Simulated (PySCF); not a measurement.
# AlHCl2 (SMILES [H][Al]([Cl])[Cl]) at SVWN5/STO-6G

What is the energy change on altering one bond length of AlHCl2 at SVWN5/STO-6G? 

The results are computed with PySCF 2.14.0.

11 further runs of the same task are left out: 11 set aside as unsound or not needed.

### Step 1. The molecule

The species is AlHCl2 (4 atoms), meant as a singlet with charge 0. SMILES: `[H][Al]([Cl])[Cl]`. The shape comes from GFN2-xTB, which is rough for such elements, and wasn't checked as a minimum.

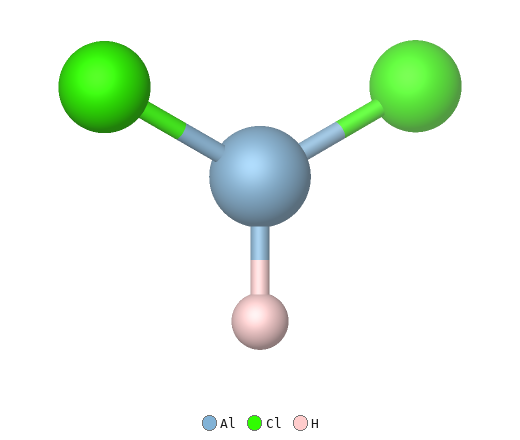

The structure, seen from a chosen angle (aluminium light blue, chlorine green, hydrogen pink).

### Step 2. A single-point energy at SVWN5/STO-6G

input.xyz

```xyz
4
AlCl2H
Al    -0.047750    -0.080660    -0.000420
Cl     1.971850    -0.182600     0.014280
Cl    -1.095680     1.649890    -0.015830
H     -0.828410    -1.386630     0.001980
```

job.py

```python
from pyscf import gto, dft

mol = gto.Mole()
mol.atom = 'input.xyz'
mol.verbose = 3
mol.max_memory = 1860
mol.spin = 0
mol.basis = 'sto-6g'
mol.build()

mf = dft.RKS(mol, xc='svwn')
mf.conv_tol = 1e-10
mf.grids.level = 5
mf.kernel()
if not mf.converged:
    mf = mf.newton().run(mf.mo_coeff, mf.mo_occ)

e_final = mf.e_tot
print('Final energy', e_final)
```

Command:

```sh
$ OMP_NUM_THREADS=1 python job.py
```

What it wrote:

```text
converged SCF energy = -1155.28570860037
Final energy -1155.2857086003742
```

Run time: 2.4 s. Hardware: 1 thread of Arm Neoverse V2, shared host; peak memory 0.15 GiB.

### Step 3. The distorted shape

run.py

```python
from pyscf import gto, dft

mol = gto.Mole()
mol.atom = '''
Al     0.204801     0.341139    -0.001701
Cl     4.021292     0.148500     0.026078
Cl    -1.775500     3.611405    -0.030821
H     -1.565468    -2.620351     0.003742
'''
mol.charge = 0
mol.verbose = 3
mol.basis = 'sto-6g'
mol.unit = 'bohr'
mol.max_memory = 1860
mol.build()

ks = dft.RKS(mol)
ks.xc = 'svwn'
ks.conv_tol = 1e-10
ks.grids.level = 5
ks.kernel()
if not ks.converged:
    ks = ks.newton().run(ks.mo_coeff, ks.mo_occ)

e_final = ks.e_tot
print(f'total energy: {e_final:.8f} hartree')
```

Command:

```sh
$ OMP_NUM_THREADS=1 python run.py
```

What it wrote:

```text
converged SCF energy = -1155.25513286896
total energy: -1155.25513287 hartree
```

Run time: 2.4 s. Hardware: 1 thread of Arm Neoverse V2, shared host; peak memory 0.15 GiB.

### Step 4. Results

At SVWN5/STO-6G:

| quantity | value |
| --- | --- |
| first shape: total energy | -1155.28571 Eh |
| first shape: dipole moment | 1.73 D |
| first shape: HOMO energy | -5.49 eV |
| first shape: LUMO energy | 1.54 eV |
| first shape: HOMO–LUMO gap | 7.03 eV |
| distorted shape: total energy | -1155.25513 Eh |
| distorted shape: dipole moment | 1.54 D |
| distorted shape: HOMO energy | -5.17 eV |
| distorted shape: LUMO energy | 1.55 eV |
| distorted shape: HOMO–LUMO gap | 6.72 eV |
| energy change with the Al1–H4 bond stretched from 1.522 to 1.826 Å | 0.832 eV |

With the Al1–H4 bond stretched from 1.522 to 1.826 Å the energy rises by 0.83 eV (80.3 kJ/mol). The first shape isn't relaxed at this level, so the change isn't measured from a minimum. The minimal basis adds a large error of its own. Mulliken charges (first shape) run from -0.38 on Cl3 to +0.91 on Al1. Mulliken charges (distorted shape) run from -0.37 on Cl3 to +0.89 on Al1.
